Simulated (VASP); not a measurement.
Band structure of InAs (space group F-43m). Method: LDA (Ceperley-Alder, Perdew-Zunger) with spin-orbit coupling, VASP's LDA PAW potentials (set 64) (plane waves; VASP).

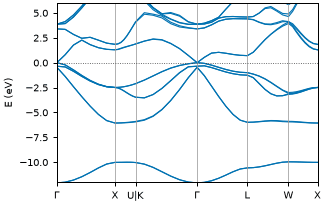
Figure: Bands along high-symmetry lines, zero at the valence-band maximum or, without a gap, the Fermi level

Question: Read the plot: is there a gap, and where are the band edges?

Answer: It has no gap at this level: it comes out as a metal or semimetal.

The structure comes from a computed database's InAs entry (F-43m); how it stands against other phases isn't given here. It was relaxed first.
